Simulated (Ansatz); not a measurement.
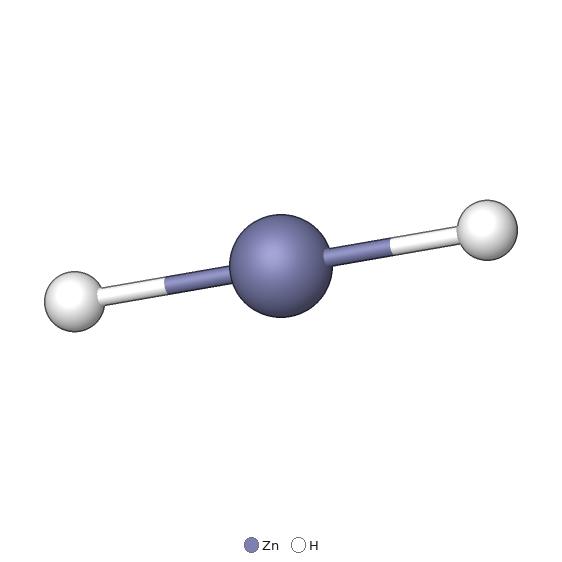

A metal compound. The species is neutral and a spin singlet. Computed geometry: PBE-D4/def2-SVP optimisation. No frequency run is at hand to confirm it as a minimum.

What is the coordination number of the metal, and which atoms bind to it?

Zn binds 2 atoms: 2 H at 1.55 Å. The arrangement is linear.

What are the formal oxidation state of the metal and its number of d electrons?

Zn(II), d¹⁰, counting the ligands as closed-shell ions or neutral donors.
